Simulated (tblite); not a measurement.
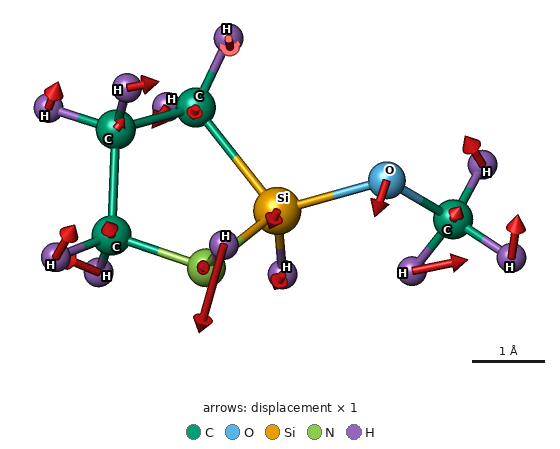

This is a relaxation of C₄H₁₁NOSi. The starting structure is drawn; red arrows show the displacements, at their true length. The two geometries are superimposed by the best rigid fit.

Style: ball-and-stick. Shown at a tilt.

All numbers below come from GFN2-xTB geometry optimisation, gas phase (tblite 0.8.0). 

> Atoms of which element are displaced furthest, and by how much?

Hydrogen: up to 1.50 Å, against 0.56 Å for oxygen.

> Describe the change and its energy.

Over 101 geometry steps the energy falls by 20.6 kcal/mol. The atom that moves furthest after the best rigid fit is an H atom (1.50 Å). Largest moves by element: H 1.50 Å, O 0.56 Å, Si 0.35 Å, C 0.32 Å, N 0.22 Å. Some distances before and after: N–Si 1.799 → 1.708 Å, O–Si 1.673 → 1.622 Å, H–N 1.043 → 1.005 Å, C–H 1.120 → 1.091 Å. Bond angles that change, for instance: C–O–Si 108.3° → 127.3°, Si–N–C 99.2° → 112.2°, Si–N–H 112.7° → 125.0°. Groups turn about C–O by about 35°, O–Si by about 35°. The run took 1.2 s on 1 thread of Arm Neoverse N1, with other jobs on the host.
